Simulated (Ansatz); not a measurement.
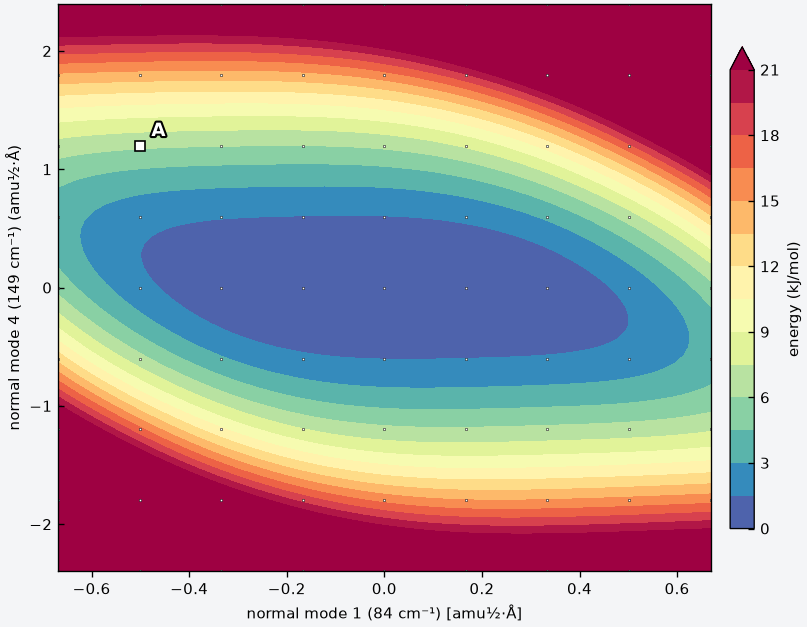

ClF₂HHfS, SMILES [F][Hf]([F])([SH])[Cl]. Coordinates scanned: (1) normal mode 1 (84 cm⁻¹); (2) normal mode 4 (149 cm⁻¹). Nothing is relaxed (straight displacements along the two mass-weighted modes). Grid: 9 × 9 points. Points are written as (first, second). Energies are in kJ/mol, from the lowest grid point. These are results of RHF/def2-SVP (Ansatz), not measurements.

The picture shows filled contours, dots at the grid points, one colour for all values above the top of the scale, the point A. Between grid points the surface is interpolated.

### Is A at rest? If not, where is it pushed?

A, at (−0.501 amu½·Å, 1.2 amu½·Å), is not a stationary point. The computed force is 2.1 kJ/mol for each amu½·Å towards larger values of normal mode 1 (84 cm⁻¹) and 10 kJ/mol for each amu½·Å towards smaller values of normal mode 4 (149 cm⁻¹).
